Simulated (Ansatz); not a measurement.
```xyz
46

Si   -4.0070    1.9887   -0.2840
Si   -1.3114   -2.9464    2.8761
Si    1.4771   -3.3741   -0.4073
Si   -1.3969    2.2061   -2.9141
Si    1.5752   -0.5598   -2.9792
Si   -1.1675   -0.5676   -0.3136
Si   -1.0211    2.4224    2.1011
Si    1.5434   -0.4755    2.3429
Si    1.8456    1.9477   -0.4415
Si    4.3575   -1.0048   -0.1615
Si   -2.4951   -1.7719    1.2147
Si   -2.6551    0.6452   -1.6723
Si   -2.4166    3.5182    0.5482
Si    0.1456   -1.9297   -1.7012
Si    0.1609   -1.4742    3.9678
Si    2.7364   -2.1123    1.1355
Si    0.4960    1.2845   -3.9941
Si   -1.1578    3.9682   -1.3796
Si    3.1991    0.4491   -1.6093
Si    0.2540    0.8635    0.8854
H    -5.0536    2.7112   -1.0951
H    -4.6909    1.2114    0.8098
H    -2.2951   -3.5355    3.8578
H    -0.5230   -4.0761    2.2684
H     2.4601   -4.0875   -1.3057
H     0.6273   -4.4171    0.2701
H    -2.2847    2.7065   -4.0341
H     2.2149   -1.4056   -4.0561
H    -1.8201    1.7189    3.1717
H    -0.0935    3.4081    2.7674
H     2.5619    0.4149    3.0186
H     2.5760    2.9885    0.3783
H     5.1877   -2.0019   -0.9348
H     5.2796   -0.1929    0.7138
H    -3.3985   -2.7024    0.4423
H    -3.3716   -0.7684    1.9246
H    -3.4367   -0.3168   -2.5359
H    -0.7565   -2.7212   -2.6197
H     0.9986   -2.2101    4.9849
H    -0.6333   -0.4114    4.6851
H     3.4123   -3.0460    2.1141
H    -0.0164    0.8558   -5.3507
H     1.5267    2.3649   -4.2235
H     0.2503    4.4494   -1.1136
H    -3.0362    4.7621    1.1373
H     4.1526    1.2239   -2.4890
```

Geometry: PBE-D4/def2-SVP.

Level of theory: UKS PBE0-D4/def2-SVP (Ansatz).

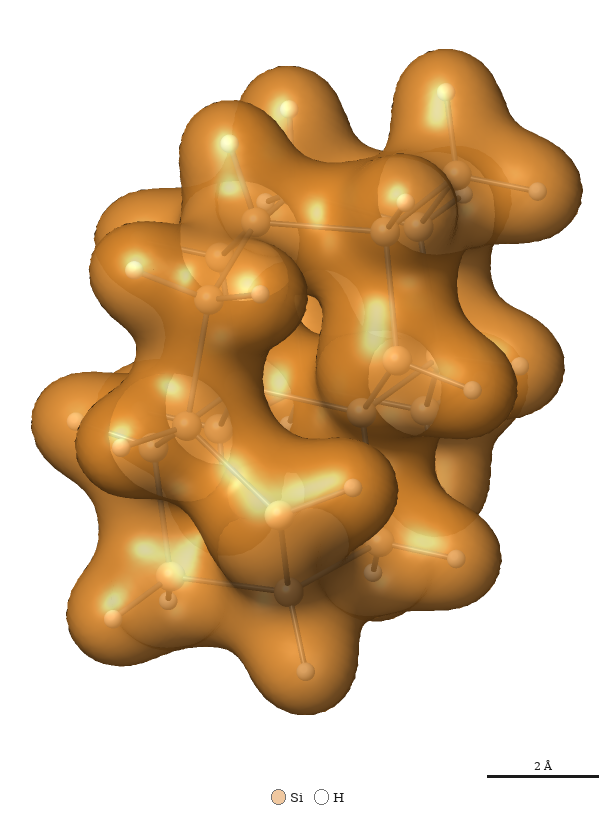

H26Si20 (Si20H28 off sphere) (triplet). Isosurface of the total electron density at 0.1 e/Å³ (orange), seen at an oblique angle.

What does this surface tell about the bonding?

At this value the surface is in one piece. It bridges the sampled Si–Si (2.33 Å) and Si–H (1.51 Å) contacts, where the density stays above the isovalue. On the grid the lowest density along these lines, outside the cores, is 0.59 e/Å³ (Si–Si, 2.33 Å) and 0.73 e/Å³ (Si–H, 1.51 Å).
